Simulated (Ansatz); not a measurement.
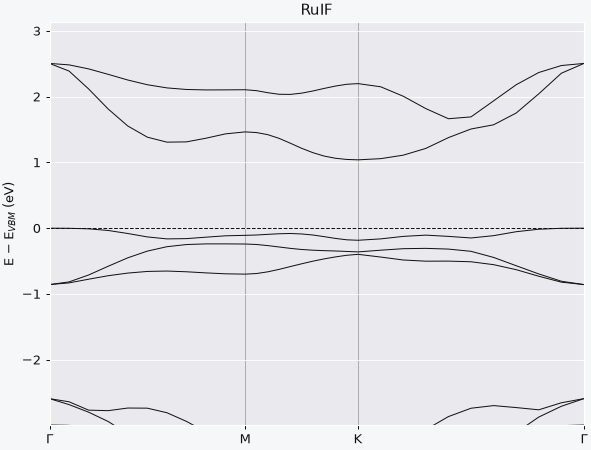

Write a caption that states what the plot shows.

Band structure of a single layer of RuIF, 3 atoms in the cell, relaxed with r2SCAN. Computed with Ansatz: PBE, Ansatz PAW set, no spin polarisation, no spin-orbit coupling, 12×12×1 k mesh, 420 eV cutoff, Fermi-Dirac smearing of 0.02 eV. Energies are counted from the top of the valence band.

A semiconductor. The gap along this path is 1.04 eV and indirect, from the valence-band top at Γ to the conduction-band bottom at K; the smallest direct gap is 1.22 eV, between M and K. The top valence level at Γ is a single band, not degenerate (spin aside). The top valence band spans 0.2 eV and the lowest conduction band 1.5 eV; the flat valence band points to heavy, poorly mobile holes. The direct gaps are 1.22 eV at K, 2.50 eV at Γ and 1.57 eV at M.

Spin-orbit coupling is left out, which matters for I. LDA, GGA and most meta-GGA functionals understate gaps. The sheet was built from a prototype and needn't be a known or stable phase.
